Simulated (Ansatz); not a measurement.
HfHClF4: frequency calculation

The run: frequency calculation of HfHClF4. Method and program: RKS PBE0-D4/def2-SVP (Ansatz 0.2.0).

It belongs to a series of runs on one base structure; here: vibrations at the highest image of the band. Figures and captions count atoms from 1; the log counts them from 0 in places.

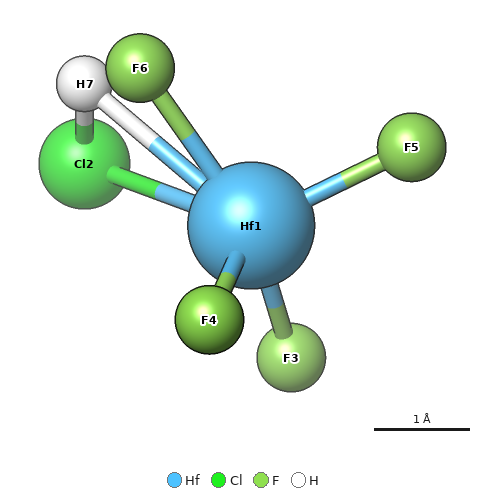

Figure 1. The input geometry (ball-and-stick view, seen at a tilt; atoms are numbered from 1 in the order of the input). Sticks mark near contacts.

### Input file
```yaml
crystal:
  periodic: [false, false, false]
  atoms:
    - { symbol: Hf, position_ang: [-0.358824, -7.0e-06, -0.060225] }
    - { symbol: Cl, position_ang: [-0.020312, 0.000137, 2.611931] }
    - { symbol: F, position_ang: [1.545724, -8.7e-05, -0.025395] }
    - { symbol: F, position_ang: [-0.716571, 1.546717, -1.092159] }
    - { symbol: F, position_ang: [-0.71661, -1.546653, -1.092265] }
    - { symbol: F, position_ang: [-2.102168, -0.000113, 1.048116] }
    - { symbol: H, position_ang: [-1.372338, 6.0e-06, 2.152496] }
basis:
  gaussian: { orbitals: def2-SVP }
hamiltonian:
  xc: pbe0
  dispersion: d4
phonons: {}
```

Launch command:
```bash
ansatz run input.yaml --threads 2 --pin off --max-ram 3072MiB --backend cpu --events-out ev --progress --plain --runs-dir out
```

### Log
```
Engine: ansatz 0.2.0, aarch64-unknown-linux-gnu
Functional definition: PBE0
  parameter a = 0.25
  parameter kappa = 0.804
  parameter beta = 0.06672455060314922
  exchange = (1 - a)*pbe_x(kappa = kappa, mu = beta*pi^2/3) + a*exact_x
  correlation = pbe_c(beta = beta)
1120 factors; integrals over basis functions are off by at most 4.0e-4 eV
mean field evaluation 1: about -24688.3351 eV, gradient 6.4e1 eV
mean field evaluation 2: about -24662.0465 eV, gradient 1.4e2 eV
mean field evaluation 4: about -24695.0657 eV, gradient 5.9e0 eV
mean field evaluation 8: about -24695.1733 eV, gradient 7.2e-2 eV
mean field evaluation 16: about -24695.1733 eV, gradient 8.8e-5 eV
mean field -24695.17333406 eV, -907.5308810369 hartree, gradient 8.8e-5 eV, S^2 0.000000; 0 other end points of the search recorded, 0 dependent functions left out
the calculation of the forces begins
reference -24695.17339065 eV, -907.5308831167 hartree; 33, 33 occupied and 78, 78 virtual orbitals, 1120 factors
these checks for a lower state are left out or cut short: stability, starts, cluster_reference, orbital_swaps, neighbouring_geometries, increment
1120 factors; integrals over basis functions are off by at most 4.0e-4 eV
mean field -24695.17314653 eV, -907.5308741454 hartree, gradient 2.8e-6 eV, S^2 0.000000; 0 other end points of the search recorded, 0 dependent functions left out
[... from here on the field's lines of each further geometry are left out, up to the last ...]
the calculation of the forces begins
reference -24695.17339511 eV, -907.5308832805 hartree; 33, 33 occupied and 78, 78 virtual orbitals, 1120 factors
these checks for a lower state are left out or cut short: stability, starts, cluster_reference, orbital_swaps, neighbouring_geometries, increment
1120 factors; integrals over basis functions are off by at most 4.0e-4 eV
mean field evaluation 288: about -24695.1733 eV, gradient 2.0e-6 eV
mean field -24695.17331598 eV, -907.5308803726 hartree, gradient 2.0e-6 eV, S^2 0.000000; 0 other end points of the search recorded, 0 dependent functions left out
the calculation of the forces begins
reference -24695.17337258 eV, -907.5308824525 hartree; 33, 33 occupied and 78, 78 virtual orbitals, 1120 factors
WARN: phonons: modes at or below zero, which the zero-point energy, F, S and C_V leave out: 2, the lowest at -288.13 cm⁻¹. A minimum has none, and a first-order saddle one
Total energy: -24695.29397376 eV, -907.5353144641 hartree
Atom 0 at    -0.358824    -0.000007    -0.060225 Å, force    -0.020841    -0.000019     0.020443 eV/Å
Atom 1 at    -0.020312     0.000137     2.611931 Å, force    -0.007232     0.000005    -0.010881 eV/Å
Atom 2 at     1.545724    -0.000087    -0.025395 Å, force    -0.005481    -0.000004     0.003619 eV/Å
Atom 3 at    -0.716571     1.546717    -1.092159 Å, force     0.000258     0.000173     0.000034 eV/Å
Atom 4 at    -0.716610    -1.546653    -1.092265 Å, force     0.000257    -0.000148     0.000041 eV/Å
Atom 5 at    -2.102168    -0.000113     1.048116 Å, force     0.021850    -0.000011    -0.016867 eV/Å
Atom 6 at    -1.372338     0.000006     2.152496 Å, force     0.011190     0.000005     0.003610 eV/Å
Dipole moment:    -0.156001     0.000016     0.378197 e Å
Vibrations: -288.13 -26.73 125.00 153.47 161.82 179.78 190.61 263.98 498.68 657.53 682.58 689.74 805.62 815.47 1648.92 cm⁻¹, zero-point energy 0.426085 eV
```

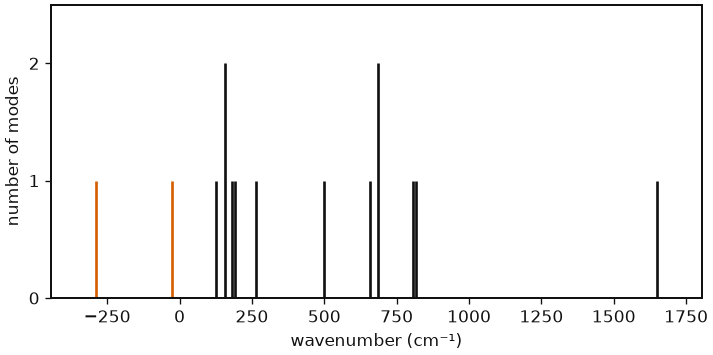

Figure 2. Harmonic vibrational wavenumbers from the force constants; neighbouring modes closer than 9 cm⁻¹ are counted in one stick, and imaginary ones are drawn at negative wavenumbers. 15 modes from 288i to 1649 cm⁻¹, 2 imaginary beyond 8i (288i, 27i cm⁻¹): not a minimum.

### Results in brief

```csv
quantity,value
outcome,converged
total energy,−24695.2940 eV
mean-field energy,−24695.1734 eV
largest force (length of the vector),0.029 eV/Å
hardware,"2 threads of Arm Neoverse V2, 24 GiB of memory available, shared host"
wall time,86 s (CPU time 2.8 min)
peak memory,0.26 GiB
```
